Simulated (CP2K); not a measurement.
# GeH2SCl (SMILES [SH][GeH][Cl]): IPEA1-xTB

What is the energy change on altering one bond length of GeH2SCl at IPEA1-xTB? 

The calculation is run with CP2K 2026.2.

2 further runs of the same task are left out: 1 that didn't finish, 1 set aside as unsound or not needed.

## Step 1: The structure to begin with

GeH2SCl has 5 atoms, charge 0, and is taken as a doublet. As SMILES, `[SH][GeH][Cl]`. Geometry: relaxed at PBE0-D4/def2-TZVP. This is one conformer, not always the lowest.

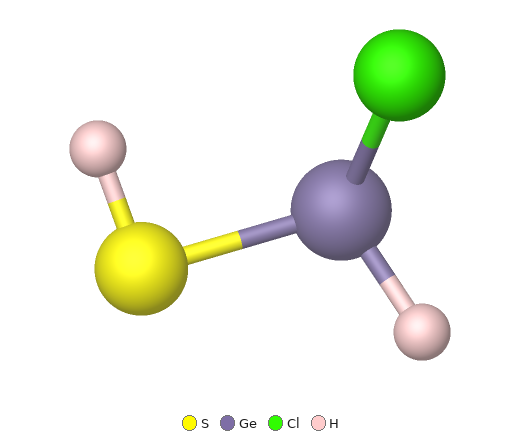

Viewed from a chosen angle; sulfur yellow, germanium purple, chlorine green, hydrogen pink.

## Step 2: The energy at IPEA1-xTB

Input file run.inp:

```
&GLOBAL
    PROJECT run
    RUN_TYPE ENERGY
    PRINT_LEVEL MEDIUM
&END GLOBAL
&FORCE_EVAL
    METHOD QUICKSTEP
    &DFT
        MULTIPLICITY 2
        UKS T
        # Quickstep
        &QS
            METHOD XTB
            EPS_DEFAULT 1.0E-10
            &XTB
                GFN_TYPE TBLITE
                &TBLITE
                    METHOD IPEA1
                &END TBLITE
                CHECK_ATOMIC_CHARGES F
            &END XTB
        &END QS
        &POISSON
            PERIODIC NONE
            POISSON_SOLVER ANALYTIC
        &END POISSON
        &SCF
            SCF_GUESS ATOMIC
            EPS_SCF 1.0E-06
            MAX_SCF 150
            ADDED_MOS 2
            &DIAGONALIZATION
                ALGORITHM STANDARD
            &END DIAGONALIZATION
            &MIXING
                METHOD DIRECT_P_MIXING
                ALPHA 0.4
            &END MIXING
            &SMEAR ON
                METHOD FERMI_DIRAC
                ELECTRONIC_TEMPERATURE [K] 300
            &END SMEAR
        &END SCF
        # extra output
        &PRINT
            &MOMENTS
                PERIODIC F
                REFERENCE COM
                MAX_MOMENT 1
            &END MOMENTS
            &MO ON
                ENERGIES T
                OCCUPATION_NUMBERS T
                NDIGITS 6
                &EACH
                    QS_SCF 0
                &END EACH
                ADD_LAST NUMERIC
            &END MO
            &HIRSHFELD OFF
            &END HIRSHFELD
        &END PRINT
    &END DFT
    &SUBSYS
        # vacuum box
        &CELL
            ABC 13.4 11 13
            PERIODIC NONE
        &END CELL
        &COORD
            S      5.198200     6.011050     6.565850
            Ge     7.162600     4.988950     6.666950
            Cl     8.424900     5.618950     5.021850
            H      4.975100     5.652450     5.290350
            H      7.829600     5.485350     7.978150
        &END COORD
    &END SUBSYS
&END FORCE_EVAL
```

On the command line:

```sh
OMP_NUM_THREADS=1 cp2k.psmp -i run.inp -o run.out
```

Output:

```text
CP2K| version string:                                       CP2K version 2026.2
[...]
 GLOBAL| Method name                                                        CP2K
[...]
 GLOBAL| Run type                                                         ENERGY
[...]
                             - Atoms:                                          5
[...]
                             - Spherical basis functions:                     31
[...]
 Number of electrons:                                                         10
[...]
  *** SCF run converged in    14 steps ***
[...]
  Fermi energy:                                                -0.39509991404822
[...]
 TB_DIPOLE| Moment [Debye]         -1.36860772       0.16846631      -0.68096737
 TB_DIPOLE| Derivative [a.u.]       0.00000000       0.00000000       0.00000000
[...]
 ENERGY| Total FORCE_EVAL ( QS ) energy [hartree]            -11.537453846296041
[...]
```

Run time: 0.47 s. Hardware: 1 thread of Arm Neoverse N1, shared host; peak memory 0.14 GiB.

## Step 3: The distorted shape at the same level

Input file gas.inp:

```
&GLOBAL
  PROJECT_NAME gas
  RUN_TYPE ENERGY
  PRINT_LEVEL MEDIUM
&END

&FORCE_EVAL
  METHOD Quickstep
  &DFT
    MULTIPLICITY 2
    SPIN_POLARIZED T
    # Quickstep
    &QS
      METHOD XTB
      EPS_DEFAULT 1.0E-10
      &XTB
        GFN_TYPE TBLITE
        &TBLITE
          METHOD IPEA1
        &END
        CHECK_ATOMIC_CHARGES F
      &END
    &END
    &POISSON
      PERIODIC NONE
      POISSON_SOLVER ANALYTIC
    &END
    &SCF
      SCF_GUESS ATOMIC
      EPS_SCF 1.0E-06
      MAX_SCF 150
      ADDED_MOS 2
      &DIAGONALIZATION
        ALGORITHM STANDARD
      &END
      &MIXING
        METHOD DIRECT_P_MIXING
        ALPHA 0.4
      &END
      &SMEAR ON
        METHOD FERMI_DIRAC
        ELECTRONIC_TEMPERATURE [K] 300
      &END
    &END
    # extra output
    &PRINT
      &MOMENTS
        PERIODIC F
        REFERENCE COM
        MAX_MOMENT 1
      &END
      &MO ON
        ENERGIES T
        OCCUPATION_NUMBERS T
        NDIGITS 6
        &EACH
          QS_SCF 0
        &END
        ADD_LAST NUMERIC
      &END
      &HIRSHFELD OFF
      &END
    &END
  &END
  &SUBSYS
    &CELL
      ABC 13.4 11 13.7
      PERIODIC NONE
    &END
    &COORD
      S      5.198200     6.011050     6.522469
      Ge     7.162600     4.988950     6.623569
      Cl     8.424900     5.618950     4.978469
      H      4.975100     5.652450     5.246969
      H      8.229821     5.783206     8.721531
    &END
  &END
&END
```

On the command line:

```sh
OMP_NUM_THREADS=1 cp2k.psmp gas.inp > gas.out
```

Output:

```text
CP2K| version string:                                       CP2K version 2026.2
[...]
 GLOBAL| Method name                                                        CP2K
[...]
 GLOBAL| Run type                                                         ENERGY
[...]
                             - Atoms:                                          5
[...]
                             - Spherical basis functions:                     31
[...]
 Number of electrons:                                                         10
[...]
  *** SCF run converged in    17 steps ***
[...]
  Fermi energy:                                                -0.39984922628412
[...]
 TB_DIPOLE| Moment [Debye]         -1.24577315      -0.21645244      -0.66711503
 TB_DIPOLE| Derivative [a.u.]       0.00000000       0.00000000       0.00000000
[...]
 ENERGY| Total FORCE_EVAL ( QS ) energy [hartree]            -11.431535354986192
[...]
```

It took 0.48 s on 1 thread of Arm Neoverse N1, shared host; peak memory 0.14 GiB.

## Step 4: Results

At IPEA1-xTB:

```
                                                          quantity         value
                                         first shape: total energy  -11.53745 Eh
            first shape: dipole moment (from atomic charges alone)        1.54 D
                   first shape: HOMO energy (highest over α and β)     -10.92 eV
                    first shape: LUMO energy (lowest over α and β)     -10.59 eV
                                     distorted shape: total energy  -11.43154 Eh
        distorted shape: dipole moment (from atomic charges alone)        1.43 D
               distorted shape: HOMO energy (highest over α and β)     -11.16 eV
                distorted shape: LUMO energy (lowest over α and β)     -10.60 eV
energy change with the Ge2–H5 bond stretched from 1.553 to 2.484 Å      2.882 eV
```

With the Ge2–H5 bond stretched from 1.553 to 2.484 Å the energy rises by 2.88 eV (66 kcal/mol). The first shape isn't relaxed at this level, so the change isn't measured from a minimum. The dipole (first shape) comes from point charges on the atoms alone, without atomic dipoles, so it is partial. The dipole (distorted shape) comes from point charges on the atoms alone, without atomic dipoles, so it is partial.
